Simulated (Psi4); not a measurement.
# BH6P (SMILES [BH3-][PH3+]) at BHLYP/def2-SVPD

What is the vertical electron affinity of BH6P at BHLYP/def2-SVPD? 

The results are computed with Psi4 1.11.

## (1) The structure to begin with

The species is BH6P (8 atoms), typed as a singlet with charge 0. SMILES: `[BH3-][PH3+]`. The coordinates come from a PBE0-D4/def2-TZVP relaxation.

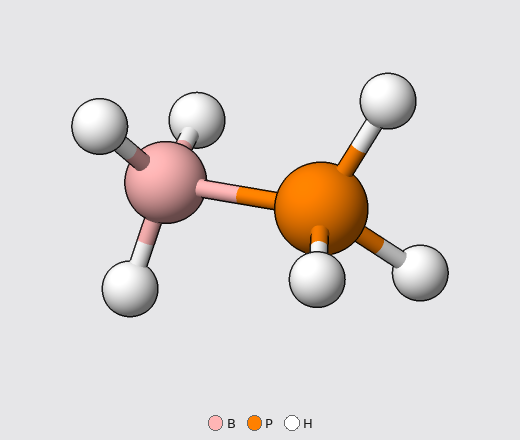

The structure, seen from a chosen angle (boron pink, phosphorus orange, hydrogen white).

## (2) Energy and gradient at BHLYP/def2-SVPD

Input file bh6p.in:

```
memory 1600 mb

molecule {
  0 1
  B
  P 1 1.910234
  H 1 1.209149 2 103.78266
  H 1 1.209077 3 114.50423 2 112.45937
  H 1 1.209159 4 114.502 3 -135.11661
  H 2 1.408393 1 118.03282 4 -179.98103
  H 2 1.408511 6 99.69246 1 129.17104
  H 2 1.408497 6 99.69328 7 101.6758
  symmetry c1
}

set {
  basis def2-SVPD
  reference rks
  puream true
  e_convergence 1e-09
  d_convergence 1e-08
  scf_type pk
  dft_radial_points 99
  dft_spherical_points 590
}

gradient("bhhlyp")
```

Command:

```bash
$ psi4 bh6p.in bh6p.out -n 1
```

bh6p.out, cut to the lines that bear on the results:

```text
[...]
  Running in c1 symmetry.
[...]
  Nuclear repulsion =   59.544512680838281
[...]
  Multiplicity = 1
[...]
  Nalpha       = 13
  Nbeta        = 13
[...]
    Number of basis functions: 92
[...]
   @RKS iter   1:  -369.50735702559570   -2.64398e-01   4.39488e-03 ADIIS/DIIS
[...]
   @RKS iter   9:  -369.63448051638625   -1.76783e-11   4.50440e-09 DIIS
[...]
    Orbital Energies [Eh]
    ---------------------
    Doubly Occupied:
       1A    -78.226804     2A     -7.023904     3A     -6.978992
       4A     -5.044835     5A     -5.044835     6A     -5.041970
       7A     -0.796590     8A     -0.581183     9A     -0.503477
      10A     -0.503455    11A     -0.373514    12A     -0.362285
      13A     -0.362275
[...]
  @RKS Final Energy:  -369.63448051638625
   => Energetics <=
    Nuclear Repulsion Energy =             59.5445126808382810
    One-Electron Energy =                -625.8005033316528625
    Two-Electron Energy =                 211.8116787746078273
    DFT Exchange-Correlation Energy =     -15.1901686401793974
    Empirical Dispersion Energy =           0.0000000000000000
    VV10 Nonlocal Energy =                  0.0000000000000000
    Total Energy =                       -369.6344805163862475
[...]
 Multipole Moments:
 ------------------------------------------------------------------------------------
     Multipole            Electronic (a.u.)      Nuclear  (a.u.)        Total (a.u.)
 ------------------------------------------------------------------------------------
 L = 1.  Multiply by 2.5417464519 to convert [e a0] to [Debye]
 Dipole X            :         -0.0005237            0.0004995           -0.0000242
 Dipole Y            :         -0.0005511            0.0005480           -0.0000031
 Dipole Z            :          2.1446343           -0.4936840            1.6509503
 Magnitude           :                                                    1.6509503
[...]
  -Total Gradient:
     Atom            X                  Y                   Z
    ------   -----------------  -----------------  -----------------
       1       -0.000030556853    -0.000002477944     0.006368912525
       2        0.000040833560     0.000017337186    -0.012480835369
       3        0.000000973636    -0.000327387199     0.000613514021
       4        0.000302986958     0.000173729831     0.000608306177
       5       -0.000280313861     0.000159318765     0.000614231827
       6        0.000738765553     0.000428266156     0.001407850284
       7       -0.000000959507    -0.000891695571     0.001438870148
       8       -0.000771848120     0.000442867920     0.001429339091
[...]
```

Wall time 19 s (1 thread of AMD EPYC 7R43 (Zen 3), shared host); peak memory 0.94 GiB.

## (3) The doublet anion: the energy at UBHLYP/def2-SVPD

Input file bh6p.py:

```python
import psi4

psi4.set_memory('1600 MB')
psi4.set_num_threads(1)
psi4.core.set_output_file('run.log', False)

mol = psi4.geometry("""
-1 2
B     -0.556100     0.227200    -0.914000
P      0.433900    -0.181600     0.667700
H     -1.693400     0.343100    -0.520100
H     -0.367800    -0.730200    -1.628000
H     -0.055500     1.254200    -1.309900
H      0.418800     0.755700     1.718800
H      1.823100    -0.380300     0.547100
H      0.089200    -1.345200     1.382600
symmetry c1
""")

psi4.set_options({
    'basis': 'def2-SVPD',
    'reference': 'uks',
    'puream': True,
    'e_convergence': 1e-09,
    'd_convergence': 1e-08,
    'scf_type': 'pk',
    'dft_radial_points': 99,
    'dft_spherical_points': 590,
    'maxiter': 200,
})

e_tot, wfn = psi4.energy('BHHLYP', molecule=mol, return_wfn=True)
psi4.oeprop(wfn, 'QUADRUPOLE', 'MULLIKEN_CHARGES', 'DIPOLE')
print(f'BHHLYP energy: {e_tot:.10f} Eh')
```

Command:

```bash
$ python bh6p.py
```

run.log, cut to the lines that bear on the results:

```text
[...]
  Running in c1 symmetry.
[...]
  Nuclear repulsion =   59.544517156228110
[...]
  Multiplicity = 2
[...]
  Nalpha       = 14
  Nbeta        = 13
[...]
    Number of basis functions: 92
[...]
   @UKS iter   1:  -369.27664449957973   -3.36848e-02   6.07083e-03 DIIS/ADIIS
[...]
   @UKS iter  15:  -369.57783107518759   -1.93268e-12   3.94282e-09 DIIS
[...]
   @S^2 Observed:                7.506899751E-01
[...]
  @UKS Final Energy:  -369.57783107518759
   => Energetics <=
    Nuclear Repulsion Energy =             59.5445171562281104
    One-Electron Energy =                -630.3941331011433249
    Two-Electron Energy =                 216.5344309515979830
    DFT Exchange-Correlation Energy =     -15.2626460818704128
    Empirical Dispersion Energy =           0.0000000000000000
    VV10 Nonlocal Energy =                  0.0000000000000000
    Total Energy =                       -369.5778310751875892
[...]
 Multipole Moments:
 ------------------------------------------------------------------------------------
     Multipole            Electronic (a.u.)      Nuclear  (a.u.)        Total (a.u.)
 ------------------------------------------------------------------------------------
 L = 1.  Multiply by 2.5417464519 to convert [e a0] to [Debye]
 Dipole X            :          0.8963653           -0.2562415            0.6401237
 Dipole Y            :         -0.3703963            0.1061634           -0.2642329
 Dipole Z            :          1.4313064           -0.4084037            1.0229027
 Magnitude           :                                                    1.2352762
 L = 2.  Multiply by 1.3450342976 to convert [e a0^2] to [Debye ang]
 Quadrupole XX       :        -67.6647240           36.7326748          -30.9320492
 Quadrupole XY       :          8.9709087           -8.7008271            0.2700816
[...]
  Mulliken Charges: (a.u.)
   Center  Symbol    Alpha    Beta     Spin     Total
       1     B     3.06892  3.13639 -0.06747 -1.20530
       2     P     8.80563  7.60817  1.19745 -1.41380
       3     H     0.43112  0.36345  0.06767  0.20542
       4     H     0.43106  0.36339  0.06767  0.20555
       5     H     0.43112  0.36345  0.06767  0.20543
       6     H     0.27751  0.38840 -0.11089  0.33410
       7     H     0.27727  0.38837 -0.11110  0.33436
       8     H     0.27738  0.38838 -0.11100  0.33425
   Total alpha = 14.00000, Total beta = 13.00000, Total charge = -1.00000
```

The script printed:

```text
BHHLYP energy: -369.5778310752 Eh
```

It took 34 s on 1 thread of AMD EPYC 7R43 (Zen 3), shared host; peak memory 0.94 GiB.

## (4) What came out

At BHLYP/def2-SVPD:

| quantity | value |
| --- | --- |
| singlet BH6P: total energy | -369.63448 Eh |
| singlet BH6P: dipole moment | 4.20 D |
| singlet BH6P: HOMO energy | -9.86 eV |
| singlet BH6P: LUMO energy | 0.64 eV |
| singlet BH6P: HOMO–LUMO gap | 10.50 eV |
| singlet BH6P: largest force on an atom | 0.642 eV/Å |
| doublet anion: total energy | -369.57783 Eh |
| doublet anion: HOMO energy (highest over α and β) | 2.42 eV |
| doublet anion: LUMO energy (lowest over α and β) | 4.46 eV |
| doublet anion: ⟨S²⟩ | 0.751 |
| vertical electron affinity (to the doublet anion) | -1.542 eV |

**Reading.** The anion lies 1.54 eV (36 kcal/mol) above the neutral: the electron isn't bound at this level, and such a value depends on the basis. The largest force (singlet BH6P) is 0.64 eV/Å: the shape isn't a stationary point for this species at this level. The HOMO of this anion lies above zero, so its frontier levels hang on the basis. The HOMO (doublet anion) lies at positive energy, 2.42 eV: either the electron is unbound or self-interaction and a compact basis push the level up; values depend on the basis.
